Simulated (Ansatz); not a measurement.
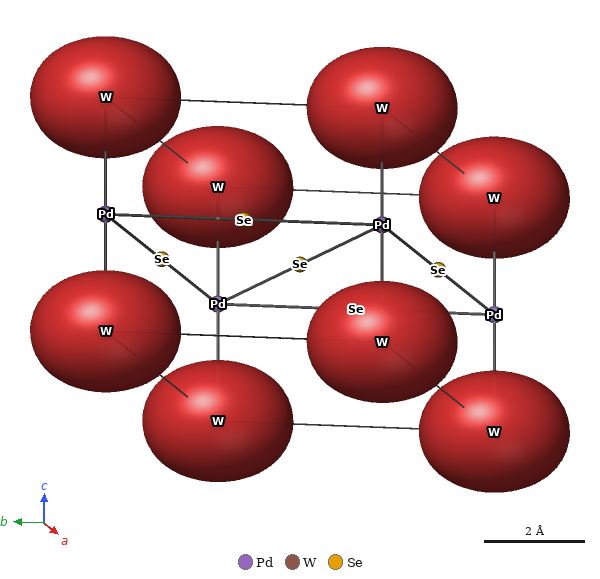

PdWSe₃. Isosurfaces of the magnetisation density (up minus down) at +0.08 (green) and −0.08 e/Å³ (red), seen at an oblique angle. Sticks mark near contacts.

Space group P6/mmm; a structure generated by program, which may or may not match a known phase; spin-polarised.

Method: Ansatz 0.2.0, DFT PBE, scalar-relativistic, plane waves, PAW.

Core electrons are frozen (PAW), and the valence fields are smoothed inside the atomic spheres.

```
Pd W Se
1.0
     5.60009    0.00000    0.00000
    -2.80005    4.84982    0.00000
     0.00000    0.00000    5.03481
Pd W Se
1 1 3
Direct
  0.00000 0.00000 0.50000
  0.00000 0.00000 0.00000
  0.50000 0.00000 0.50000
  0.00000 0.50000 0.50000
  0.50000 0.50000 0.50000
```

Q: Which atoms carry the moments, and with what signs?

A: The spin density sits on W: −2.2 μB in one cell of 5 atoms: parallel moments, as they must be, since the calculation's own cell holds one magnetic site. The cell of the calculation (5 atoms) carries 3.7 μB of net spin moment. Only one sign reaches the isovalue.
